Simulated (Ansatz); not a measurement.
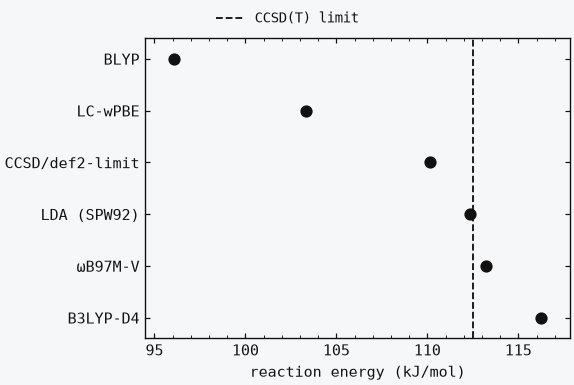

Electronic reaction energy of BSi₃H₉O₃ ([SiH3]OB(O[SiH3])O[SiH3]) + H₂ ([H][H]) → BSi₂H₇O₂ ([SiH3]OBO[SiH3]) + SiH₄O (O[SiH3]) (SMILES in brackets) at several levels (functionals in def2-TZVPP unless a basis is named), isolated molecules at PBE0-D4 triple-zeta geometries, minima by their frequencies, no zero-point or thermal terms, the Ansatz code 0.2.0. The line is frozen-core CCSD(T) at the basis limit (MP2 extrapolated from triple and quadruple zeta, plus CCSD(T) less MP2 in a smaller set). No dispersion term is added to BLYP and LC-wPBE.

What range do the values span, the line included?

From 96.1 kJ/mol (BLYP) to 116.2 kJ/mol (B3LYP-D4).

What do zero-point energy and temperature add?

Zero-point change 16.9 kJ/mol; at 298.15 K and 1 bar the CCSD(T) limit plus thermal terms gives an enthalpy of reaction of 124.5 and a free energy of 107.9 kJ/mol (harmonic PBE0-D4 modes, ideal gas).

Note: one conformer of each flexible molecule.
